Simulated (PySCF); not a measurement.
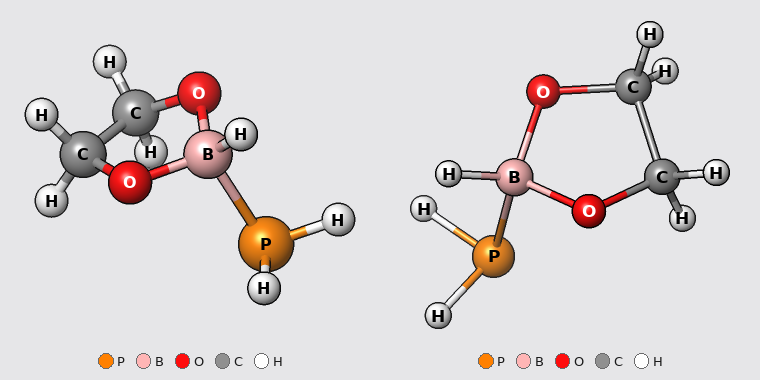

Two views of one molecule.

The species has charge −1 and is a spin singlet. Computed geometry: GFN2-xTB optimisation. No frequency run is at hand to confirm it as a minimum.

What does the picture show?

Formula C₂H₇BO₂P⁻. SMILES: `P[BH-]1OCCO1`. Independent rings (smallest set): 1 of 5 members. Among its groups: B–H bond. Coordination: 1 P trigonal pyramidal; 1 B tetrahedral; 2 O bent; 2 C tetrahedral.

More results for the same structure follow; atom numbers are the same in all pictures, views and colours differ.

### Shape

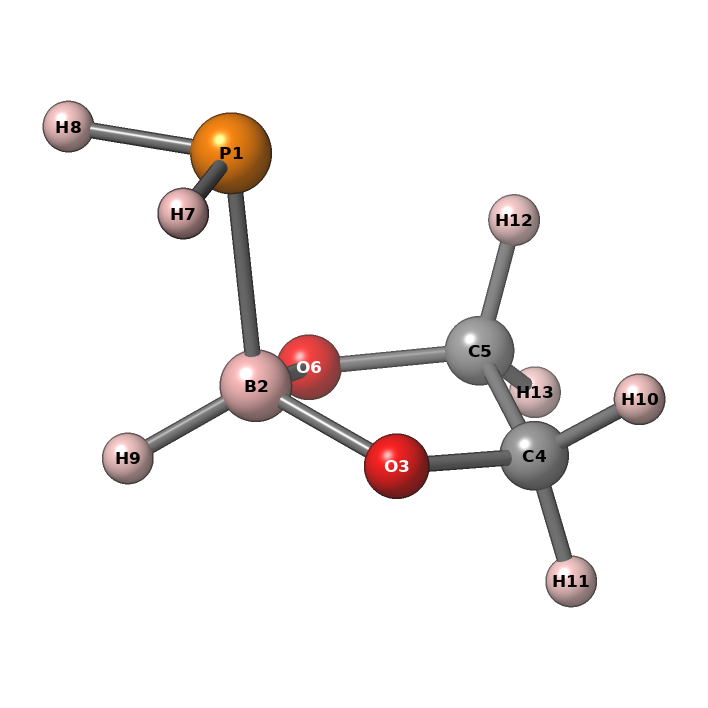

O6 lies behind B2. The molecule seen a little off the B2–O6 bond, B2 in front. Distant atoms are faded towards the background colour. No frequency run is at hand to confirm it as a minimum.

What is the torsion angle P1–B2–O6–C5? The sign is positive where the front bond must turn clockwise to cover the back bond.

84°, about perpendicular.

### Electronic properties

No frequency run is at hand to confirm it as a minimum. Method: PBE0/def2-SVPD, gas phase (PySCF 2.14.0).

What is the HOMO energy (Kohn–Sham orbital)?

−0.91 eV.

Give the mean static polarisability at this level.

86.2 bohr³.

### NMR shielding

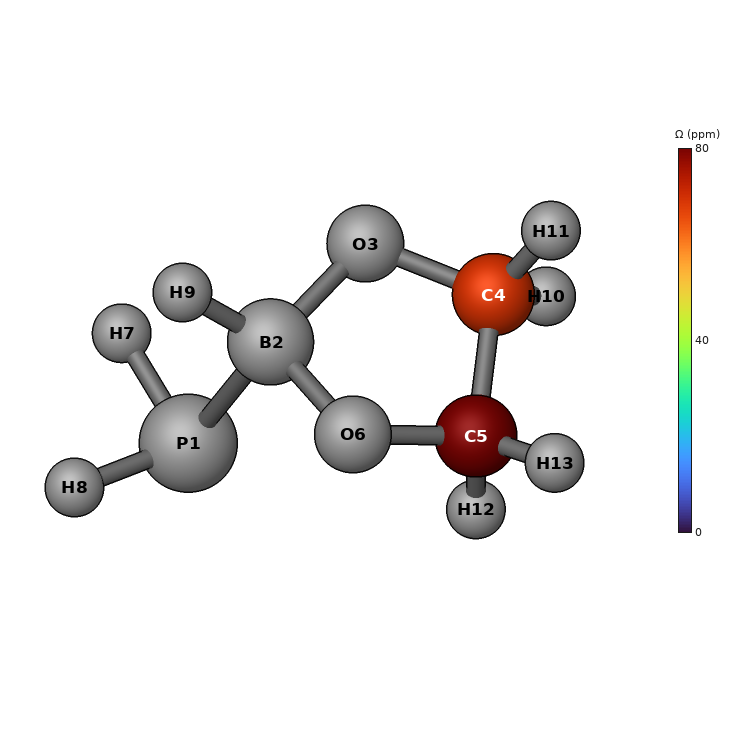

The C atoms are coloured by the span of their shielding tensor. No frequency run is at hand to confirm it as a minimum. Level of theory: GIAO PBE0/pcSseg-1 NMR shielding, non-relativistic, gas phase (PySCF 2.14.0). Principal shieldings σ11 ≤ σ22 ≤ σ33, span Ω = σ33 − σ11, skew κ = 3(σiso − σ22)/Ω.

Which C atom has the most anisotropic shielding?

C5, with a span of 80 ppm.

Give the shielding tensors of the C atoms.

| atom | σ11 | σ22 | σ33 | σiso | Ω | κ |
| --- | --- | --- | --- | --- | --- | --- |
| C4 | 88.1 | 106.3 | 157.3 | 117.3 | 69.3 | 0.47 |
| C5 | 83.4 | 110.4 | 163.3 | 119.0 | 79.9 | 0.32 |

Shieldings and span in ppm.

### Quadrupole coupling

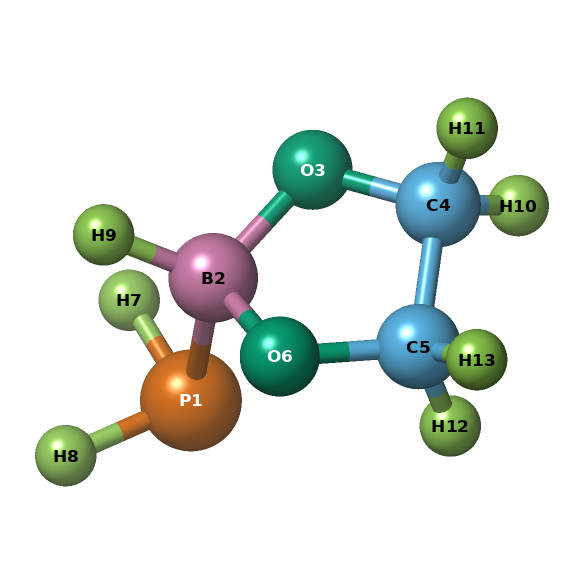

No frequency run is at hand to confirm it as a minimum. Electric field gradients from the ground-state density, PBE0/pcSseg-1 (PySCF 2.14.0), non-relativistic apart from any core potentials.

Give the largest field-gradient component, the quadrupole coupling constant and the asymmetry for 11B at B2 (Q = 40.59 mb), 17O at O3 (Q = −25.6 mb), 17O at O6 (Q = −25.6 mb), 2H at H7 (Q = 2.86 mb), 2H at H8 (Q = 2.86 mb).

```json
{"atom": "B2", "V_zz (a.u.)": "−0.142", "e²qQ/h (MHz)": "−1.35", "η": "0.19"}
{"atom": "O3", "V_zz (a.u.)": "1.848", "e²qQ/h (MHz)": "−11.12", "η": "0.67"}
{"atom": "O6", "V_zz (a.u.)": "1.764", "e²qQ/h (MHz)": "−10.61", "η": "0.67"}
{"atom": "H7", "V_zz (a.u.)": "0.235", "e²qQ/h (MHz)": "0.158", "η": "0.09"}
{"atom": "H8", "V_zz (a.u.)": "0.232", "e²qQ/h (MHz)": "0.156", "η": "0.10"}
```

The geometry is semi-empirical. Around B, P such bond lengths and angles can be off by a tenth of an ångström or more and by several degrees, and values that hang on the shape move with them.
